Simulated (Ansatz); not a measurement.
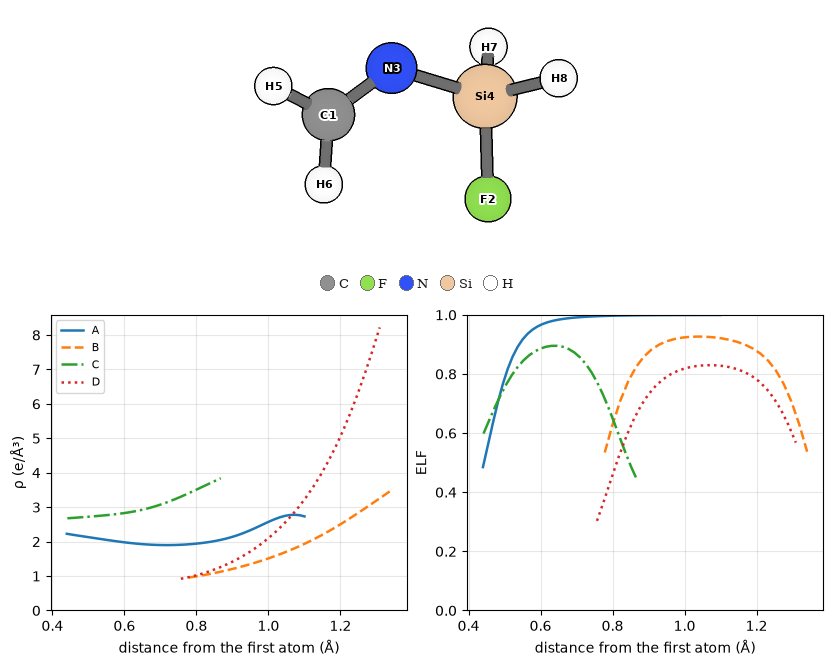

Figure. CH$_{4}$FNSi (SMILES C=N[SiH2]F). Total electron density and electron localisation function along straight lines between neighbouring atoms. The curves leave out the atomic cores. The structure is drawn too.

Geometry: PBE0-D3(BJ)/pcseg-1.

Theory: isolated molecule in a Gaussian basis; Kohn-Sham density functional theory, functional PBE0 in Ansatz 0.2.0.

```xyz
8

C    -0.9706   -0.7115   -1.8358
F     1.8759    0.3811   -0.8740
N    -0.7126    0.5201   -1.9311
Si    0.7284    1.3705   -1.4921
H    -1.9486   -1.0929   -2.1652
H    -0.2704   -1.4647   -1.4347
H     1.2810    1.9934   -2.7187
H     0.3728    2.3595   -0.4465
```

**Which curve belongs to which contact (C–H, C–N, Si–F and Si–N)? The first atom named is at distance zero.**

Curve A: C–H (1.10 Å): ρ is about 2.1 e/Å³ halfway; the ELF climbs to about 1 towards the hydrogen, as it does in any bond to H (a covalent bond by its length). Curve B: Si–N (1.73 Å): ρ at the midpoint is about 1.1 e/Å³; the ELF peaks at about 0.95 between the atoms; a shared but strongly polarised pair. Curve C: C–N (1.26 Å): ρ at the midpoint is about 2.9 e/Å³; the ELF peaks at about 0.90 between the atoms; a multiple bond. Curve D: Si–F (1.64 Å): ρ is about 1.1 e/Å³ halfway; the ELF peaks at about 0.85 in the valence shell of F, 0.6 Å from its nucleus, and is about 0.50 at the midpoint.
